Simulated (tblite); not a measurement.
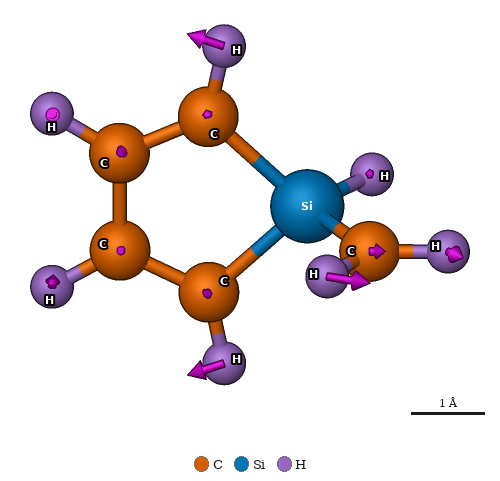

A relaxation of C5H7Si (multiplicity 2). The starting structure is drawn; purple arrows show the displacements, magnified 5 times. The two geometries are superimposed by the best rigid fit.

Style: ball-and-stick. Shown at a tilt.

Computed with GFN2-xTB geometry optimisation, gas phase (tblite). 

Q: Atoms of which element are displaced furthest, and by how much?

A: Hydrogen: up to 0.13 Å, against 0.05 Å for carbon.

Q: What did the optimiser do to the structure, and how much energy did it gain?

A: The atom that moves furthest after the best rigid fit is an H atom (0.13 Å). By element the largest moves are H 0.13 Å, C 0.05 Å, Si 0.02 Å. Near-neighbour distances that change, for instance: C–Si 1.812 → 1.832 Å, C–Si 1.881 → 1.901 Å, C–C 1.354 → 1.336 Å, C–H 1.093 → 1.082 Å. Among the angles between lasting bonds that change: H–C–H 121.0° → 115.1°, Si–C–H 121.8° → 127.5°, Si–C–H 122.7° → 127.4°. After 43 geometry steps the energy has fallen by 0.103 eV. The run took 0.17 s on 1 thread of Arm Neoverse V2 (shared host).
